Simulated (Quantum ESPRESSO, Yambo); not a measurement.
# A GW chain in Yambo: BaTiO3 (P4mm), part 3 of 3

Aim: the G0W0 gap of BaTiO3 (P4mm) on PBE with spin-orbit coupling, step by step.

Quantum ESPRESSO 7.5 and Yambo 5.3.0; PBE and many-body steps on it, plane waves. Known limits of the many-body steps: not at the basis limit; coarse k mesh.

So far. Step 3 (Bands along the symmetry lines): The gap is 1.851 eV, as in the run before at this level. Step 4 (Empty states on the mesh, 4×4×4 mesh, 228 bands): On this mesh the gap is 1.851 eV.

## 6. Screening and self-energy, 4×4×4 mesh, 228 bands, screening to 136.1 eV

Now the one-shot GW correction: screening in the RPA, then the self-energy of the levels asked for.

This step: G0W0 on PBE with spin-orbit coupling, plane waves, norm-conserving pseudopotentials.

gw1.in

```
HF_and_locXC
gw0
dyson
ppa
em1d
rim_cut
RandQpts= 1000000
RandGvec= 1 RL
EXXRLvcs= 76 Ry
VXCRLvcs= 304 Ry
Chimod= "HARTREE"
% BndsRnXp
 1 | 228 |
%
NGsBlkXp= 10 Ry
% LongDrXp
 1 | 1 | 1 |
%
% GbndRnge
 1 | 228 |
%
DysSolver= "n"
ExtendOut
PPAPntXp= 27.21138 eV
% QPkrange
 18 | 18 | 37 | 44 |
 1 | 1 | 37 | 44 |
%
```

Started as:

```
> OMP_NUM_THREADS=2 mpirun -n 4 yambo -F gw1.in -J gw1 -C gw1 > gw1.log
```

Output:

```text
 Yambo, version 5.3.0

 [02] CORE Variables Setup
 =========================

  [... cell, symmetries and grids as in the set-up ...]

  [02.05] Energies & Occupations
  ==============================

  [X] === General ===
  [X] Electronic Temperature                        :  0.000000  0.000000 [eV K]
  [X] Bosonic    Temperature                        :  0.000000  0.000000 [eV K]
  [X] Finite Temperature mode                       : no
  [X] El. density                                   :  0.62439E+24 [cm-3]
  [X] Fermi Level                                   :  10.49783 [eV]

  [X] === Gaps and Widths ===
  [X] Conduction Band Min                           :  1.850737 [eV]
  [X] Valence Band Max                              :  0.000000 [eV]
  [X] Filled Bands                                  :   40
  [X] Empty Bands                                   :   41  228
  [X] Direct Gap                                    :  2.176911 [eV]
  [X] Direct Gap localized at k                     :  1
  [X] Indirect Gap                                  :  1.850737 [eV]
  [X] Indirect Gap between kpts                     :  18   1
  [X] Last valence band width                       :  0.966233 [eV]
  [X] 1st conduction band width                     :  2.395377 [eV]

 [03] Transferred momenta grid and indexing
 ==========================================

 IBZ Q-points                                      :  18
 BZ  Q-points                                      :   64

 K/Q-points units:
 rlu = crystal or reduced units; cc = cartesian coordinates; iku = interal k-units

 Q [ 1]         [rlu]:  0.000000  0.000000  0.000000
 Q [ 2]         [rlu]:  0.000000  0.000000  0.250000
 Q [ 3]         [rlu]:  0.000000  0.000000 -0.500000
 Q [ 4]         [rlu]:  0.000000  0.250000  0.000000
 Q [ 5]         [rlu]:  0.000000  0.250000  0.250000
 Q [ 6]         [rlu]:  0.000000  0.250000 -0.500000
 Q [ 7]         [rlu]:  0.000000 -0.500000  0.000000
 Q [ 8]         [rlu]:  0.000000 -0.500000  0.250000
 Q [ 9]         [rlu]:  0.000000 -0.500000 -0.500000
 Q [10]         [rlu]:  0.250000  0.250000  0.000000
     [... 6 further rows ...]
 Q [17]         [rlu]: -0.500000 -0.500000  0.250000
 Q [18]         [rlu]: -0.500000 -0.500000 -0.500000

 [04] Coloumb potential Random Integration (RIM)
 ===============================================

  [04.01] RIM initialization
  ==========================

  * Diagonal components only detected *

  8 x (sBL volume)        :  0.071722 [a.u.]
  sBZ random points       :  1000000
  Points outside the sBZ  :   7992674
  RL volume               :  0.573772 [a.u.]
  Integrated volume       :  0.574298 [a.u.]

  [04.02] RIM integrals
  =====================

  Gamma point sphere radius             :  0.075365 [a.u.]
  Points outside the sphere             :   799811
  [Int_sBZ(q=0) 1/q^2]*(Vol_sBZ)^(-1/3) =:  7.678270
                                 should be <:  7.795600

  Summary of Coulomb integrals for non-metallic bands |Q|[au] RIM/Bare

  Q [1] 0.100000E-4 0.984949 * Q [2] 0.206618 1.046119
  Q [4] 0.208303 1.052505 * Q [5] 0.293396 1.049018
  Q [10] 0.294585 1.050977 * Q [11] 0.359821 1.035731
  Q [3] 0.413236 1.019402 * Q [7] 0.416606 1.019496
  Q [6] 0.462768 1.018035 * Q [8] 0.465029 1.017337
  Q [13] 0.465780 1.017829 * Q [12] 0.507488 1.016008
  Q [14] 0.509551 1.015385 * Q [9] 0.586792 1.011894
  Q [16] 0.589170 1.011790 * Q [15] 0.622667 1.010825
  Q [17] 0.624350 1.010447 * Q [18] 0.719643 1.008389

 [05] Dipoles
 ============

  [05.01] Setup: observables and procedures
  =========================================

  [WARNING] [x,Vnl] slows the Dipoles computation. To neglect it rename the ns.kb_pp file

 [06] Dynamic Dielectric Matrix (PPA)
 ====================================

 [WR./gw1//ndb.pp]---------------------------------------------------------------
  Brillouin Zone Q/K grids (IBZ/BZ)                :   18   64   18   64
  RL vectors                                       :   5983 [WF]
  Coulomb cutoff potential                         : none
  Electronic Temperature                           :  0.000000 [K]
  Bosonic    Temperature                           :  0.000000 [K]
  PPA    diel. fun.  energies                      : Perdew, Burke & Ernzerhof(X)+Perdew, Burke & Ernzerhof(C)
  wavefunctions                                    : Perdew, Burke & Ernzerhof(X)+Perdew, Burke & Ernzerhof(C)
  Global Gauge                                     : length
  X matrix size                                    :  253
  X band range                                     :    1  228
  X e/h energy range                               : -1.000000 -1.000000 [eV]
  X Time ordering                                  : R
  X Hxc Kernel                                     : HARTREE
  X Drude frequency                                :  0.000000  0.000000
  X poles                                          :  100.0000 [o/o]
  RL vectors in the sum                            :   5983
  [r,Vnl] included                                 : yes
  Field direction                                  :  0.577350E-5  0.577350E-5  0.577350E-5
  BZ energy Double Grid                            : no
  BZ energy DbGd points                            : 0
  BZ Q point size factor                           : -1.000000
  X Optical Averaged directions                    : none

 [07] Local Exchange-Correlation + Non-Local Fock
 ================================================

 [VXC] Plane waves :   38715
 [EXS] Plane waves :   4897

 QP @ state[ 1 ] K range:  1  1
 QP @ state[ 1 ] b range:   37   44
 QP @ state[ 2 ] K range:  18  18
 QP @ state[ 2 ] b range:   37   44

 [xc] Functional : Perdew, Burke & Ernzerhof(X)+Perdew, Burke & Ernzerhof(C)
 [xc] LIBXC used to calculate xc functional
  PP Number of Atomic Species                      :  3
  NLCC RL compoments                               :   38715
  PP Number of Atomic Species                      :  3
  NLCC RL compoments                               :   38715

 [xc] E_xc :  -21.67812 [Ha]
      E_xc :  -43.35624 [Ry]

  Local XC kind (lXC) : Perdew, Burke & Ernzerhof(X)+Perdew, Burke & Ernzerhof(C)
  Non-Local XC kind (nlXC) : Hartree-Fock

  Corrections @ K [1] :  [eV]
 <37|nlXC|37> = -24.49914 -0.13182E-16 <37|lXC|37> = -20.05358 -0.28323E-15
 <38|nlXC|38> = -24.49890 -0.75185E-17 <38|lXC|38> = -20.05359  0.11801E-15
 <39|nlXC|39> = -24.36740 -0.16003E-16 <39|lXC|39> = -19.98799  0.29503E-17
 <40|nlXC|40> = -24.36740 -0.41492E-17 <40|lXC|40> = -19.98799  0.15120E-16
 <41|nlXC|41> = -11.40188 -0.67144E-18 <41|lXC|41> = -18.77530 -0.18882E-15
 <42|nlXC|42> = -11.40188  0.12662E-17 <42|lXC|42> = -18.77530  0.18882E-15
 <43|nlXC|43> = -12.09448  0.57965E-18 <43|lXC|43> = -19.06129  0.74125E-16
 <44|nlXC|44> = -12.09447 -0.53494E-18 <44|lXC|44> = -19.06129 -0.31531E-16

  Corrections @ K [18] :  [eV]
 <37|nlXC|37> = -24.89558  0.13259E-16 <37|lXC|37> = -19.96125 -0.13276E-16
 <38|nlXC|38> = -24.89558  0.59852E-17 <38|lXC|38> = -19.96125  0.54580E-16
 <39|nlXC|39> = -24.95872  0.12079E-16 <39|lXC|39> = -20.00547 -0.11801E-15
 <40|nlXC|40> = -24.95872 -0.47481E-17 <40|lXC|40> = -20.00546  0.000000
 <41|nlXC|41> = -13.14075  0.75709E-18 <41|lXC|41> = -21.86327  0.000000
 <42|nlXC|42> = -13.14075 -0.61062E-18 <42|lXC|42> = -21.86327  0.70806E-16
 <43|nlXC|43> = -13.26050  0.55667E-18 <43|lXC|43> = -21.86940 -0.47204E-16
 <44|nlXC|44> = -13.26050  0.39528E-18 <44|lXC|44> = -21.86940 -0.47204E-16

  [07.01] Hartree-Fock occupations report
  =======================================

  [Hartree-Fock] === General ===
  [Hartree-Fock] Electronic Temperature             :  0.000000  0.000000 [eV K]
  [Hartree-Fock] Bosonic    Temperature             :  0.000000  0.000000 [eV K]
  [Hartree-Fock] Finite Temperature mode            : no
  [Hartree-Fock] El. density                        :  0.62439E+24 [cm-3]
  [Hartree-Fock] Fermi Level                        :  10.49783 [eV]

  [Hartree-Fock] === Gaps and Widths ===
  [Hartree-Fock] Conduction Band Min                :  1.925005 [eV]
  [Hartree-Fock] Valence Band Max                   : -0.036574 [eV]
  [Hartree-Fock] Filled Bands                       :   40
  [Hartree-Fock] Empty Bands                        :   41  228
  [Hartree-Fock] Direct Gap                         :  2.442520 [eV]
  [Hartree-Fock] Direct Gap localized at k          :  2
  [Hartree-Fock] Indirect Gap                       :  1.961579 [eV]
  [Hartree-Fock] Indirect Gap between kpts          :  17   2
  [Hartree-Fock] Last valence band width            :  4.916681 [eV]
  [Hartree-Fock] 1st conduction band width          :  11.04362 [eV]

 [08] Dyson equation: Newton solver
 ==================================

  [08.01] G0W0 (W PPA)
  ====================

  [  GW  ] Bands range     :    1  228
  [GW/PPA] G damping       :  0.100000 [eV]

  QP @ state[ 1 ] K range:  1  1
  QP @ state[ 1 ] b range:   37   44
  QP @ state[ 2 ] K range:  18  18
  QP @ state[ 2 ] b range:   37   44

   Sc/G bands                                       :    1  228
   Sc/G damping                                     :  0.100000 ev
   Sc bands terminator                              : no
   Sx RL components                                 :   4897

   QP @ state[ 1 ] K range                          :  1  1
   QP @ state[ 1 ] b range                          :   37   44
   QP @ state[ 2 ] K range                          :  18  18
   QP @ state[ 2 ] b range                          :   37   44
   GF energies kind                                 : Perdew, Burke & Ernzerhof(X)+Perdew, Burke & Ernzerhof(C)
   GF WF`s kind                                     : Perdew, Burke & Ernzerhof(X)+Perdew, Burke & Ernzerhof(C)
   Xs energies kind                                 : Perdew, Burke & Ernzerhof(X)+Perdew, Burke & Ernzerhof(C)
   Xs WF`s kind                                     : Perdew, Burke & Ernzerhof(X)+Perdew, Burke & Ernzerhof(C)

 [11] Game Over & Game summary
```

The job ended after 44 min (4 MPI ranks of Arm Neoverse N1, shared host; peak memory 5.5 GiB; 2.8 h of CPU time).

Numbers from this step:

* G0W0 gap on the points computed: 3.336 eV
* starting gap on the mesh: 1.851 eV
* k of the valence top: -0.5, -0.5, -0.5
* k of the conduction bottom: 0, 0, 0
* least direct G0W0 gap on the computed points: 3.675 eV
* Z at the valence top: 0.7639
* Z at the conduction bottom: 0.7783

The gap on the mesh goes from 1.85 eV to 3.34 eV, a correction of +1.49 eV.

Limits: finite bands, cutoff and mesh; coarse k mesh. v1 is the top filled band, c1 the lowest empty one. Levels before and after the correction, in eV, zero at the valence-band top of each column:

```tsv
	conduction bottom	valence top
Kohn-Sham	1.85	0.00
G0W0	3.34	0.00
```

```tsv
	level	energy (eV)
Kohn-Sham	Γ v3	-0.362
Kohn-Sham	Γ v2-v1	-0.326
Kohn-Sham	Γ c1-c2	1.851
Kohn-Sham	Γ c3	2.207
Kohn-Sham	(-0.5 -0.5 -0.5) v3	-0.171
Kohn-Sham	(-0.5 -0.5 -0.5) v2-v1	0.000
Kohn-Sham	(-0.5 -0.5 -0.5) c1-c2	4.246
Kohn-Sham	(-0.5 -0.5 -0.5) c3	4.256
G0W0	Γ v3	-0.378
G0W0	Γ v2-v1	-0.339
G0W0	Γ c1-c2	3.336
G0W0	Γ c3	3.720
G0W0	(-0.5 -0.5 -0.5) v3	-0.204
G0W0	(-0.5 -0.5 -0.5) v2-v1	0.000
G0W0	(-0.5 -0.5 -0.5) c1-c2	6.034
G0W0	(-0.5 -0.5 -0.5) c3	6.140
```

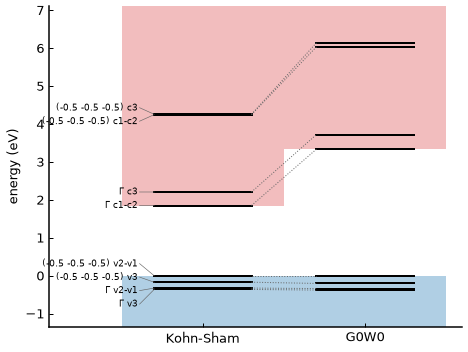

Levels before and after the correction. Shaded: valence and conduction bands.

## 7. Where the time went

Times are wall times on the hardware named with each run. The host was busy with other work, so they are no guide to cost.

```tsv
step	time	share	memory (GiB)
ground state	2.9 min	6 %	1.3
bands along the symmetry lines	76 s	3 %	0.89
empty states on the mesh	2.3 min	5 %	1.2
conversion and set-up	6.9 s	0 %	0.24
screening and self-energy	44 min	87 %	5.5
```

## 8. What came out

```
PBE gap              : 1.85 eV, indirect
G0W0 gap on the mesh : 3.34 eV
GW settings          : 4×4×4 mesh, 228 bands, screening to 136.1 eV, Godby-Needs plasmon pole
known limits         : not at the basis limit; coarse k mesh
```

In words: G0W0 moves the gap on the mesh from 1.85 eV to 3.34 eV (+1.49 eV), with Z of 0.76 and 0.78 at the edges. Only 2 of the mesh's irreducible points were corrected, so a valley elsewhere could overtake. The dearest step here is «screening and self-energy». Bands and cutoff are finite, so the gap is not at the basis limit. The miss can reach some tenths of an eV and take either sign; the mesh is an error of its own. In the G0W0 run levels were corrected at 2 k points alone, so a gap called «on the mesh» is the least over those, and an edge elsewhere would be missed. The 4×4×4 mesh is coarse for this cell, which bears on the long-range parts of exchange and screening.

[Paths, hosts, dates, memory and timing lines, banners, echoed tables and standing remarks are left out of the program output.]

[Logs are printed without paths, hosts, clocks, repeated set-up lines and the standing remarks that a program may print on its own settings, such as how far it seeks lower states.]

[Runs of the session that timed out or met a known fault of the program may be left out.]

[Hosts, paths, dates, database ids (printed as entryN), source tags and the programs' standing remarks are cut or masked in the printed files.]
